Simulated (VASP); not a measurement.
Energy against volume of HfN (rock salt). Method: revTPSS meta-GGA, VASP's PBE PAW potentials (set 64) (plane waves; VASP).

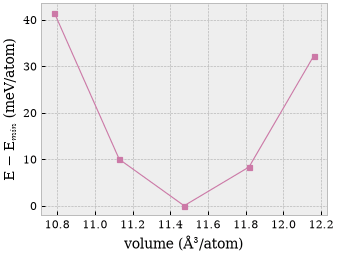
*Energy against volume*

Q: Estimate the equilibrium volume and the bulk modulus.

A: The minimum lies near 11.5 Å³/atom, and the curvature gives B0 of about 280 GPa.

Measured: a 4.524 Å (computed value off by -0.3 %), as given by Seo, Lee, Wen, Petrov, Greene, Gall, J. Appl. Phys. 96, 878 (2004). The calculation is for a static lattice, while the measured a holds thermal and zero-point effects, which are part of the difference.

The compound is HfN in the rock salt structure. It was relaxed first.
